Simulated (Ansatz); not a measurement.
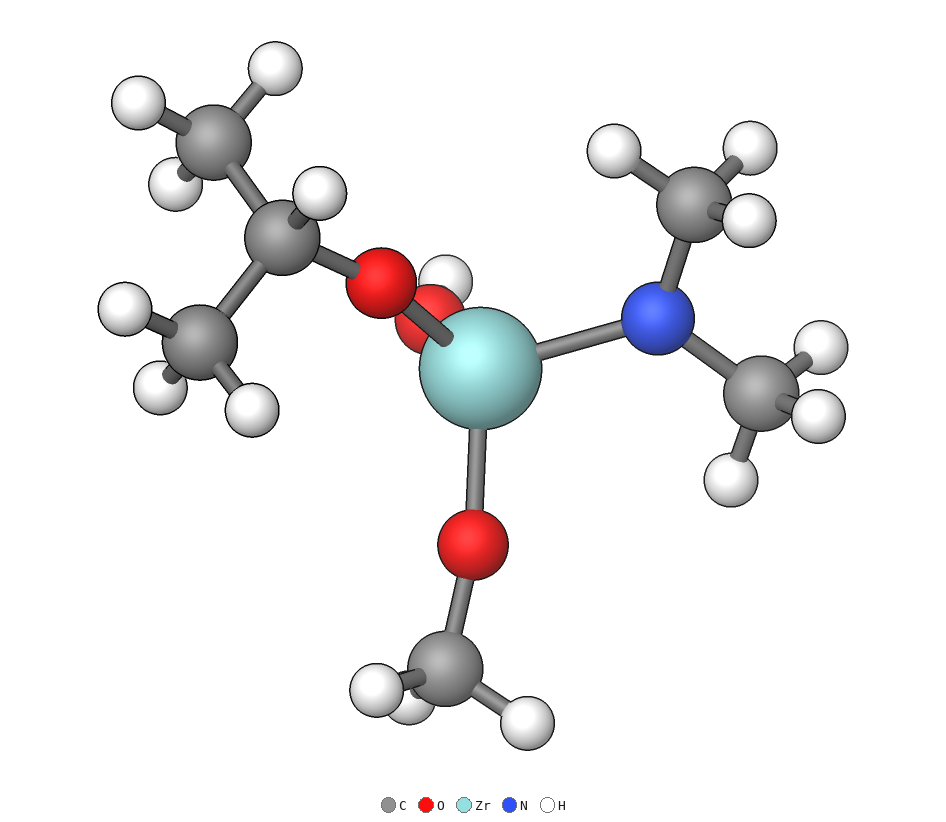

Starting geometry of the run.

The calculation was set up as follows.

```yaml
crystal:
  periodic: [false, false, false]
  atoms:
    - {symbol: C, position_ang: [-1.672375, -2.990955, -1.096758]}
    - {symbol: O, position_ang: [-0.743009, -1.997824, -0.832360]}
    - {symbol: Zr, position_ang: [0.339999, -0.407800, -0.676656]}
    - {symbol: O, position_ang: [0.738433, 0.260590, -2.466687]}
    - {symbol: O, position_ang: [-0.465303, 1.002668, 0.366435]}
    - {symbol: C, position_ang: [-1.313157, 2.017034, 0.819858]}
    - {symbol: C, position_ang: [-2.751015, 1.531501, 0.821614]}
    - {symbol: C, position_ang: [-1.130787, 3.261825, -0.028249]}
    - {symbol: N, position_ang: [2.055934, -0.941144, 0.293609]}
    - {symbol: C, position_ang: [2.808822, -0.068729, 1.158266]}
    - {symbol: C, position_ang: [2.661165, -2.241884, 0.160662]}
    - {symbol: H, position_ang: [-2.632790, -2.768556, -0.617402]}
    - {symbol: H, position_ang: [-1.843992, -3.090924, -2.174912]}
    - {symbol: H, position_ang: [-1.320793, -3.957280, -0.717127]}
    - {symbol: H, position_ang: [1.345981, 0.493823, -3.162089]}
    - {symbol: H, position_ang: [-1.023821, 2.251975, 1.854674]}
    - {symbol: H, position_ang: [-3.072784, 1.302041, -0.198490]}
    - {symbol: H, position_ang: [-2.847835, 0.626977, 1.425506]}
    - {symbol: H, position_ang: [-3.420427, 2.292910, 1.229385]}
    - {symbol: H, position_ang: [-0.088108, 3.585193, -0.012658]}
    - {symbol: H, position_ang: [-1.752572, 4.080699, 0.342035]}
    - {symbol: H, position_ang: [-1.409625, 3.055711, -1.065298]}
    - {symbol: H, position_ang: [2.313055, 0.900557, 1.259890]}
    - {symbol: H, position_ang: [2.914960, -0.492461, 2.168783]}
    - {symbol: H, position_ang: [3.824310, 0.113156, 0.774076]}
    - {symbol: H, position_ang: [2.057966, -2.890109, -0.482159]}
    - {symbol: H, position_ang: [2.758880, -2.745875, 1.134463]}
    - {symbol: H, position_ang: [3.668889, -2.183108, -0.278430]}
basis:
  gaussian: {orbitals: def2-SVPD, final_grid: {core_spheres: 8, valence_spheres: 7, degree: 23}, nuclear_model: gaussian}
hamiltonian: {xc: {name: B3LYP}}
accuracy: high
output: {forces: true}
```

Command:

```sh
ansatz run in.yaml --threads 11 --pin off --events-out ev --progress --plain --max-ram 174080MiB --backend cuda --devices 0, --max-vram 75GiB
```

Result:

```
Functional definition: B3LYP
  name "B3LYP"
  cite "Stephens, Devlin, Chabalowski & Frisch, J. Phys. Chem. 98, 11623 (1994) doi:10.1021/j100096a001"
  cite "Becke, Phys. Rev. A 38, 3098 (1988) doi:10.1103/PhysRevA.38.3098"
  cite "Lee, Yang & Parr, Phys. Rev. B 37, 785 (1988) doi:10.1103/PhysRevB.37.785"
  cite "Vosko, Wilk & Nusair, Can. J. Phys. 58, 1200 (1980) doi:10.1139/p80-159"
  parameter a0 = 0.2
  parameter ax = 0.72
  parameter ac = 0.81
  exchange = (1 - a0 - ax)*slater_x + ax*b88_x + a0*exact_x
  correlation = (1 - ac)*vwn_rpa_c + ac*lyp_c
7741 factors; integrals over basis functions are off by at most 1.4e-8 eV
mean field evaluation 1: about -15376.7642 eV, gradient 1.2e2 eV
mean field evaluation 2: about -15274.1537 eV, gradient 2.6e2 eV
mean field evaluation 4: about -15407.3583 eV, gradient 1.4e1 eV
mean field evaluation 8: about -15408.0559 eV, gradient 1.5e0 eV
mean field evaluation 16: about -15408.0608 eV, gradient 6.4e-4 eV
mean field -15408.06084126 eV, -566.2357919576 hartree, gradient 3.7e-8 eV, S^2 0.000000; 0 other end points of the search recorded, 0 dependent functions left out
the calculation of the forces begins
reference -15408.06093207 eV, -566.2357952947 hartree; 48, 48 occupied and 331, 331 virtual orbitals, 7741 factors
Total energy: -15408.06093207 eV, -566.2357952947 hartree
Atom 0 at    -1.672375    -2.990955    -1.096758 Å, force    -0.031292    -0.053554    -0.010152 eV/Å
Atom 1 at    -0.743009    -1.997824    -0.832360 Å, force    -0.131494    -0.217281    -0.003323 eV/Å
Atom 2 at     0.339999    -0.407800    -0.676656 Å, force     0.066720    -0.023823     0.063567 eV/Å
Atom 3 at     0.738433     0.260590    -2.466687 Å, force     0.013018     0.118596    -0.312923 eV/Å
Atom 4 at    -0.465303     1.002668     0.366435 Å, force    -0.002641     0.118297     0.169936 eV/Å
Atom 5 at    -1.313157     2.017034     0.819858 Å, force    -0.035678     0.062449     0.046066 eV/Å
Atom 6 at    -2.751015     1.531501     0.821614 Å, force    -0.120544    -0.050322     0.048042 eV/Å
Atom 7 at    -1.130787     3.261825    -0.028249 Å, force     0.049561     0.106253    -0.027131 eV/Å
Atom 8 at     2.055934    -0.941144     0.293609 Å, force     0.107244    -0.032241     0.071157 eV/Å
Atom 9 at     2.808822    -0.068729     1.158266 Å, force    -0.002830     0.116958     0.054111 eV/Å
Atom 10 at     2.661165    -2.241884     0.160662 Å, force    -0.014179    -0.128631    -0.061021 eV/Å
Atom 11 at    -2.632790    -2.768556    -0.617402 Å, force    -0.225437     0.043580     0.110754 eV/Å
Atom 12 at    -1.843992    -3.090924    -2.174912 Å, force    -0.044365    -0.028940    -0.249495 eV/Å
Atom 13 at    -1.320793    -3.957280    -0.717127 Å, force     0.071844    -0.235133     0.086590 eV/Å
Atom 14 at     1.345981     0.493823    -3.162089 Å, force     0.131945     0.078804    -0.228816 eV/Å
Atom 15 at    -1.023821     2.251975     1.854674 Å, force     0.050081     0.047362     0.189462 eV/Å
Atom 16 at    -3.072784     1.302041    -0.198490 Å, force    -0.079010    -0.047986    -0.206562 eV/Å
Atom 17 at    -2.847835     0.626977     1.425506 Å, force    -0.026418    -0.184755     0.134029 eV/Å
Atom 18 at    -3.420427     2.292910     1.229385 Å, force    -0.146270     0.158834     0.089244 eV/Å
Atom 19 at    -0.088108     3.585193    -0.012658 Å, force     0.218515     0.084046     0.003987 eV/Å
Atom 20 at    -1.752572     4.080699     0.342035 Å, force    -0.129784     0.182337     0.073628 eV/Å
Atom 21 at    -1.409625     3.055711    -1.065298 Å, force    -0.065526    -0.023591    -0.218739 eV/Å
Atom 22 at     2.313055     0.900557     1.259890 Å, force    -0.063981     0.202095     0.033599 eV/Å
Atom 23 at     2.914960    -0.492461     2.168783 Å, force     0.032543    -0.085235     0.224093 eV/Å
Atom 24 at     3.824310     0.113156     0.774076 Å, force     0.217942     0.042664    -0.073247 eV/Å
Atom 25 at     2.057966    -2.890109    -0.482159 Å, force    -0.092307    -0.146012    -0.125490 eV/Å
Atom 26 at     2.758880    -2.745875     1.134463 Å, force     0.032435    -0.105462     0.209161 eV/Å
Atom 27 at     3.668889    -2.183108    -0.278430 Å, force     0.219909     0.000690    -0.090526 eV/Å
Dipole moment:    -0.021477     0.014131     0.021578 e Å
```

Self-consistency was reached.
